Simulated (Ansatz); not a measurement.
# Geometry relaxation, with input and output: CH₅AlN₂O (part 2 of 2)

The same run, continued: CH₅AlN₂O; RKS PBE-D4/def2-SVP (Ansatz 0.2.0). The geometry: force-field start.

Geometry of the input (Å):
```
N  -1.5408  1.1151  0.8408
C  -0.6659  0.2048  0.3127
O  -1.0403  -1.1439  0.3174
N  0.5502  0.6327  -0.1611
Al 1.9220  -0.4098  -0.9310
H  -1.3617  2.1951  0.8291
H  -2.4810  0.8458  1.2150
H  -0.3641  -1.8601  -0.0229
H  3.2381  0.3601  -1.3879
H  1.8267  -1.9910  -1.0091
```

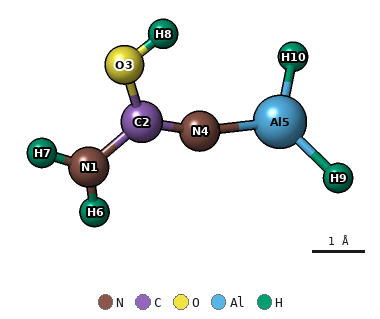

**Figure 1.** The geometry at step 17 of the log (ball-and-stick view, seen at a tilt; atoms are numbered from 1 in the order of the input).

Trajectory as extended XYZ, continued
```
10
Properties=species:S:1:pos:R:3:forces:R:3 step=7 energy=-12725.68020
N    -1.4994    1.0850    0.8112   -0.0003  -0.0086   0.0025
C    -0.6228    0.1754    0.3007   -0.0206   0.0375  -0.0308
O    -1.1708   -1.0817    0.3908    0.0724  -0.0323  -0.0179
N     0.5263    0.4897   -0.1841   -0.0185  -0.0699   0.0166
Al    1.9180   -0.3663   -0.8883    0.0045  -0.0225   0.0039
H    -1.2402    2.0670    0.7834    0.0089   0.0005   0.0035
H    -2.4086    0.7978    1.1666   -0.0120   0.0128   0.0065
H    -0.5029   -1.6982    0.0260   -0.0266   0.0530   0.0157
H     3.1883    0.4607   -1.3844   -0.0062   0.0128  -0.0009
H     1.8953   -1.9807   -1.0189   -0.0015   0.0165   0.0010
10
Properties=species:S:1:pos:R:3:forces:R:3 step=8 energy=-12725.68156
N    -1.5021    1.0912    0.7953   -0.0025   0.0166   0.0090
C    -0.6342    0.1681    0.2962    0.0210  -0.0216   0.0056
O    -1.1945   -1.0827    0.3890   -0.0076  -0.0125  -0.0226
N     0.5225    0.4593   -0.1810   -0.0120  -0.0077  -0.0187
Al    1.9266   -0.3718   -0.8852    0.0109  -0.0065   0.0032
H    -1.2128    2.0651    0.7989    0.0022   0.0061   0.0008
H    -2.4040    0.8161    1.1774   -0.0145   0.0060   0.0078
H    -0.5353   -1.7000    0.0136    0.0005   0.0074   0.0158
H     3.1660    0.4892   -1.4020    0.0016   0.0050  -0.0006
H     1.9509   -1.9857   -0.9991    0.0005   0.0071  -0.0003
10
Properties=species:S:1:pos:R:3:forces:R:3 step=9 energy=-12725.68237
N    -1.4989    1.0975    0.7886   -0.0236   0.0199   0.0208
C    -0.6470    0.1580    0.2926    0.0914  -0.0454  -0.0131
O    -1.2249   -1.0844    0.3920   -0.0313   0.0145  -0.0196
N     0.5131    0.4252   -0.1896   -0.0468   0.0053  -0.0067
Al    1.9376   -0.3744   -0.8867   -0.0036   0.0098   0.0062
H    -1.1882    2.0651    0.7988   -0.0032  -0.0111   0.0021
H    -2.3961    0.8363    1.1931    0.0113   0.0139  -0.0071
H    -0.5753   -1.7094    0.0137    0.0089  -0.0040   0.0143
H     3.1545    0.5208   -1.4038   -0.0099  -0.0064   0.0028
H     2.0083   -1.9859   -0.9957    0.0069   0.0036   0.0004
10
Properties=species:S:1:pos:R:3:forces:R:3 step=10 energy=-12725.68307
N    -1.4918    1.1065    0.7807   -0.0462   0.0269   0.0448
C    -0.6652    0.1419    0.2870    0.1296  -0.0462  -0.0284
O    -1.2745   -1.0860    0.3905   -0.0253   0.0611  -0.0200
N     0.4993    0.3739   -0.2012   -0.0820  -0.0134   0.0229
Al    1.9546   -0.3788   -0.8844   -0.0199   0.0340  -0.0187
H    -1.1475    2.0639    0.8024   -0.0199  -0.0664  -0.0023
H    -2.3846    0.8686    1.2130    0.0766   0.0219  -0.0421
H    -0.6380   -1.7249    0.0143    0.0079  -0.0096   0.0105
H     3.1300    0.5697   -1.4133   -0.0293  -0.0341   0.0167
H     2.1008   -1.9859   -0.9859    0.0085   0.0258   0.0165
10
Properties=species:S:1:pos:R:3:forces:R:3 step=11 energy=-12725.68363
N    -1.4845    1.1094    0.7825   -0.0667   0.0083   0.0649
C    -0.6750    0.1327    0.2817    0.1239  -0.0282  -0.0488
O    -1.3035   -1.0863    0.3818   -0.0133   0.0832  -0.0183
N     0.4895    0.3472   -0.2133   -0.0929  -0.0203   0.0158
Al    1.9589   -0.3777   -0.8950   -0.0075   0.0226   0.0533
H    -1.1241    2.0613    0.8064   -0.0232  -0.0844  -0.0021
H    -2.3743    0.8837    1.2301    0.1209   0.0256  -0.0664
H    -0.6746   -1.7326    0.0056    0.0065  -0.0095   0.0099
H     3.1187    0.5940   -1.4210   -0.0529  -0.0465  -0.0039
H     2.1520   -1.9830   -0.9558    0.0052   0.0490  -0.0044
10
Properties=species:S:1:pos:R:3:forces:R:3 step=12 energy=-12725.68619
N    -1.4733    1.1128    0.7880   -0.0756  -0.0051   0.0839
C    -0.6897    0.1197    0.2724    0.0387   0.0229  -0.0118
O    -1.3532   -1.0834    0.3532    0.0442   0.1270  -0.0308
N     0.4778    0.3102   -0.2221   -0.0555  -0.0643   0.0041
Al    1.9716   -0.3750   -0.8900   -0.0007  -0.0416   0.0479
H    -1.0849    2.0544    0.8264   -0.0390  -0.1316  -0.0073
H    -2.3616    0.9054    1.2509    0.1851   0.0217  -0.1036
H    -0.7330   -1.7416   -0.0173   -0.0068  -0.0075   0.0048
H     3.0882    0.6229   -1.4645   -0.0763  -0.0528   0.0040
H     2.2413   -1.9765   -0.8939   -0.0142   0.1313   0.0087
10
Properties=species:S:1:pos:R:3:forces:R:3 step=13 energy=-12725.69129
N    -1.4516    1.1145    0.8037   -0.0086   0.0240   0.0891
C    -0.7060    0.1051    0.2552   -0.1282   0.0476   0.0461
O    -1.4249   -1.0730    0.2862    0.1618   0.2384  -0.0427
N     0.4672    0.2630   -0.2315   -0.0136  -0.1501  -0.0112
Al    1.9896   -0.3761   -0.8793    0.0625  -0.1216   0.0501
H    -1.0216    2.0392    0.8776   -0.0979  -0.2626  -0.0271
H    -2.3400    0.9276    1.2783    0.2387   0.0073  -0.1323
H    -0.8183   -1.7476   -0.0788   -0.0325   0.0198   0.0023
H     3.0162    0.6632   -1.5633   -0.1259  -0.1569   0.0397
H     2.3726   -1.9670   -0.7451   -0.0563   0.3541  -0.0140
10
Properties=species:S:1:pos:R:3:forces:R:3 step=14 energy=-12725.70057
N    -1.4467    1.1133    0.8228    0.0521   0.0770   0.0817
C    -0.7195    0.1048    0.2476   -0.1102  -0.0094   0.0527
O    -1.4657   -1.0589    0.2379    0.2157   0.2929  -0.0541
N     0.4603    0.2475   -0.2283   -0.0032  -0.2017  -0.0224
Al    1.9981   -0.3708   -0.8615    0.1473  -0.1631  -0.0222
H    -0.9948    2.0262    0.9306   -0.1451  -0.3266  -0.0407
H    -2.3360    0.9269    1.2954    0.2347   0.0117  -0.1271
H    -0.8701   -1.7378   -0.1384   -0.0423   0.0483   0.0115
H     2.9853    0.6305   -1.6650   -0.2079  -0.1385   0.1124
H     2.4723   -1.9328   -0.6380   -0.1411   0.4093   0.0082
10
Properties=species:S:1:pos:R:3:forces:R:3 step=15 energy=-12725.71962
N    -1.4211    1.1050    0.8428    0.1084   0.1516   0.0859
C    -0.7169    0.1019    0.2348   -0.0421  -0.0750  -0.0250
O    -1.4963   -1.0387    0.1736    0.2261   0.2577  -0.0608
N     0.4684    0.2255   -0.2323   -0.1080  -0.2328  -0.0043
Al    2.0107   -0.3829   -0.8605    0.1030  -0.0308   0.0683
H    -0.9478    2.0013    0.9904   -0.1608  -0.3199  -0.0486
H    -2.3128    0.9173    1.3053    0.1546   0.0123  -0.0710
H    -0.9190   -1.7217   -0.2240   -0.0479   0.0831   0.0295
H     2.8900    0.6350   -1.7740   -0.1578  -0.2952   0.1467
H     2.5280   -1.8939   -0.4530   -0.0755   0.4490  -0.1205
10
Properties=species:S:1:pos:R:3:forces:R:3 step=16 energy=-12725.77016
N    -1.3932    1.0950    0.8694    0.0287   0.0475   0.0337
C    -0.7310    0.0912    0.2219   -0.1481  -0.0767   0.0464
O    -1.5519   -1.0066    0.1046    0.0113   0.1256   0.0037
N     0.4568    0.1660   -0.2316    0.1035  -0.1056  -0.0711
Al    2.0215   -0.3738   -0.8351    0.1364  -0.0575   0.0069
H    -0.8998    1.9709    1.0312   -0.0489  -0.1039   0.0100
H    -2.2865    0.9182    1.3270    0.0483   0.0213  -0.0295
H    -0.9932   -1.7000   -0.2968   -0.0040   0.0208  -0.0179
H     2.8184    0.5774   -1.8616   -0.0774  -0.1256   0.0684
H     2.6420   -1.7895   -0.3261   -0.0498   0.2541  -0.0504
10
Properties=species:S:1:pos:R:3:forces:R:3 step=17 energy=-12725.80767
N    -1.3537    1.0849    0.8835   -0.0299   0.0258   0.0422
C    -0.7514    0.0593    0.2131    0.0595  -0.0173  -0.0301
O    -1.6324   -0.9828    0.0618    0.0127   0.0595   0.0001
N     0.4418    0.0637   -0.2344    0.0078  -0.0870  -0.0152
Al    2.0475   -0.3580   -0.8154    0.0052  -0.0505   0.0158
H    -0.8196    1.9316    1.0625   -0.0129  -0.0677   0.0092
H    -2.2622    0.9519    1.3248    0.0355   0.0190  -0.0225
H    -1.1048   -1.6951   -0.3499   -0.0254   0.0226  -0.0203
H     2.7493    0.5699   -1.9231   -0.0463  -0.0784   0.0486
H     2.7685   -1.6767   -0.2200   -0.0060   0.1740  -0.0278
10
Properties=species:S:1:pos:R:3:forces:R:3 step=18 energy=-12725.83164
N    -1.3206    1.0752    0.8998   -0.0106  -0.0691  -0.0152
C    -0.7663    0.0365    0.2051    0.0685  -0.0424  -0.0819
O    -1.6953   -0.9576    0.0269    0.0149   0.0305   0.0261
N     0.4249   -0.0203   -0.2448   -0.0702  -0.0148   0.0484
Al    2.0465   -0.3682   -0.8208    0.1171  -0.0073   0.1688
H    -0.7561    1.8974    1.0913    0.0202  -0.0303   0.0184
H    -2.2404    0.9764    1.3268    0.0495   0.0212  -0.0316
H    -1.1954   -1.6827   -0.3983   -0.0501   0.0357  -0.0146
H     2.6963    0.5509   -1.9593   -0.0512  -0.0560  -0.0437
H     2.8897   -1.5590   -0.1235   -0.0882   0.1326  -0.0748
10
Properties=species:S:1:pos:R:3:forces:R:3 step=19 energy=-12725.83241
N    -1.2802    1.0573    0.9202   -0.0842  -0.1599  -0.0681
C    -0.7778    0.0098    0.1931    0.2175  -0.0139  -0.0423
O    -1.7627   -0.9251   -0.0327    0.2452   0.1139   0.0353
N     0.4189   -0.1083   -0.2380   -0.1360   0.0123   0.1644
Al    2.0974   -0.3065   -0.7384   -0.1700  -0.2120  -0.2834
H    -0.6768    1.8449    1.1443   -0.0298  -0.1046  -0.0027
H    -2.2195    1.0002    1.3158    0.1296   0.0522  -0.0627
H    -1.2949   -1.6629   -0.4765   -0.0765   0.0959   0.0090
H     2.5766    0.4821   -2.0757    0.0028  -0.1025   0.3082
H     3.0023   -1.4427   -0.0090   -0.0986   0.3186  -0.0578
10
Properties=species:S:1:pos:R:3:forces:R:3 step=20 energy=-12725.86509
N    -1.2670    1.0350    0.9344    0.2724   0.2188   0.1070
C    -0.7622   -0.0053    0.2072   -0.4196   0.1059  -0.0752
O    -1.7651   -0.8981   -0.0549   -0.0033  -0.2540  -0.0555
N     0.4291   -0.1270   -0.2099   -0.0949  -0.0215   0.0749
Al    2.0586   -0.3388   -0.7807    0.3546  -0.0835  -0.0101
H    -0.6209    1.7647    1.2279   -0.1263  -0.0370   0.0114
H    -2.2253    1.0295    1.2776    0.0425  -0.0480  -0.0154
H    -1.3399   -1.6248   -0.5541   -0.0255   0.0867   0.0246
H     2.5346    0.3825   -2.1263   -0.0105  -0.0037  -0.0189
H     3.0413   -1.2688    0.0817    0.0106   0.0363  -0.0428
10
Properties=species:S:1:pos:R:3:forces:R:3 step=21 energy=-12725.86438 accepted=F
N    -1.2748    1.0694    0.8816    0.2199  -0.0247  -0.0926
C    -0.7771   -0.0082    0.2014    0.0242  -0.1888  -0.1453
O    -1.7778   -0.9122   -0.0356   -0.2214   0.1446   0.0510
N     0.4215   -0.1657   -0.1928   -0.0693   0.0815  -0.0164
Al    2.0692   -0.3404   -0.7560    0.0647  -0.0072  -0.0145
H    -0.6015    1.7566    1.2056   -0.0192   0.0401   0.1212
H    -2.1756    0.9916    1.3414   -0.1699   0.0493   0.0798
H    -1.3980   -1.5861   -0.6275    0.1603  -0.0967   0.0198
H     2.5073    0.3570   -2.1277   -0.0023  -0.0047  -0.0108
H     3.0900   -1.2132    0.1128    0.0131   0.0067   0.0077
10
Properties=species:S:1:pos:R:3:forces:R:3 step=22 energy=-12725.87368
N    -1.2648    1.0512    0.9152    0.0358   0.0550  -0.0431
C    -0.7807    0.0016    0.1838   -0.0111  -0.1198   0.1588
O    -1.7828   -0.9024   -0.0538   -0.0388   0.0529  -0.0370
N     0.4164   -0.1471   -0.2183   -0.0568   0.0231  -0.0311
Al    2.0660   -0.3453   -0.7682    0.0931   0.0361  -0.0489
H    -0.6093    1.7581    1.2372   -0.0385  -0.0316   0.0017
H    -2.2044    1.0173    1.3062    0.0268  -0.0030  -0.0168
H    -1.3618   -1.6173   -0.5694    0.0225   0.0066  -0.0049
H     2.5279    0.3709   -2.1264   -0.0146  -0.0322   0.0237
H     3.0766   -1.2381    0.0968   -0.0186   0.0130  -0.0024
10
Properties=species:S:1:pos:R:3:forces:R:3 step=23 energy=-12725.87537
N    -1.2603    1.0561    0.9067    0.0058  -0.0488  -0.0134
C    -0.7820   -0.0116    0.1962    0.0614  -0.0138  -0.1252
O    -1.7968   -0.8963   -0.0653   -0.0028   0.1084   0.0748
N     0.4151   -0.1705   -0.2069   -0.0294  -0.0036   0.0197
Al    2.0719   -0.3389   -0.7607   -0.0166   0.0033  -0.0133
H    -0.5957    1.7453    1.2470   -0.0094  -0.0352   0.0195
H    -2.1924    1.0160    1.3133   -0.0139   0.0180   0.0067
H    -1.3858   -1.6006   -0.6017    0.0483  -0.0317  -0.0025
H     2.5072    0.3443   -2.1464   -0.0179  -0.0275   0.0521
H     3.1020   -1.1951    0.1209   -0.0255   0.0308  -0.0182
10
Properties=species:S:1:pos:R:3:forces:R:3 step=24 energy=-12725.87738
N    -1.2609    1.0615    0.8984    0.0413  -0.0578  -0.0642
C    -0.7831   -0.0063    0.1835   -0.0828   0.0795   0.0607
O    -1.8024   -0.8824   -0.0793    0.0283  -0.0053   0.0026
N     0.4136   -0.1721   -0.2109    0.0479  -0.0162  -0.0231
Al    2.0700   -0.3388   -0.7627   -0.0145   0.0023   0.0073
H    -0.5855    1.7174    1.2787    0.0106   0.0182   0.0231
H    -2.1897    1.0129    1.3121   -0.0145   0.0040   0.0119
H    -1.3829   -1.5977   -0.5957   -0.0118  -0.0261  -0.0199
H     2.4984    0.3172   -2.1580   -0.0024  -0.0020   0.0009
H     3.1056   -1.1630    0.1371   -0.0022   0.0033   0.0008
10
Properties=species:S:1:pos:R:3:forces:R:3 step=25 energy=-12725.87705 accepted=F
N    -1.2585    1.0623    0.8963   -0.0477   0.0342   0.0328
C    -0.7882   -0.0067    0.1842    0.1749   0.0137  -0.0378
O    -1.8001   -0.8866   -0.0812   -0.0492  -0.0096   0.0064
N     0.4105   -0.1720   -0.2104   -0.0535  -0.0068   0.0098
Al    2.0649   -0.3384   -0.7612    0.0246   0.0004  -0.0053
H    -0.5772    1.7092    1.2851   -0.0212  -0.0194  -0.0087
H    -2.1868    1.0181    1.3127   -0.0096   0.0054   0.0098
H    -1.3747   -1.5934   -0.6053   -0.0239  -0.0168  -0.0049
H     2.4901    0.3080   -2.1617    0.0020  -0.0006  -0.0042
H     3.1032   -1.1518    0.1446    0.0035  -0.0004   0.0022
10
Properties=species:S:1:pos:R:3:forces:R:3 step=26 energy=-12725.87764
N    -1.2601    1.0627    0.8960    0.0065  -0.0094  -0.0152
C    -0.7842   -0.0059    0.1832    0.0020   0.0169   0.0142
O    -1.8019   -0.8837   -0.0788    0.0024   0.0014   0.0022
N     0.4131   -0.1731   -0.2112    0.0038  -0.0018  -0.0086
Al    2.0693   -0.3383   -0.7623   -0.0067   0.0015   0.0049
H    -0.5826    1.7141    1.2821   -0.0029  -0.0006   0.0073
H    -2.1879    1.0135    1.3131    0.0003   0.0027   0.0024
H    -1.3842   -1.5967   -0.6002   -0.0060  -0.0110  -0.0073
H     2.4960    0.3136   -2.1600   -0.0004  -0.0019  -0.0004
H     3.1056   -1.1575    0.1409    0.0009   0.0022   0.0004
```
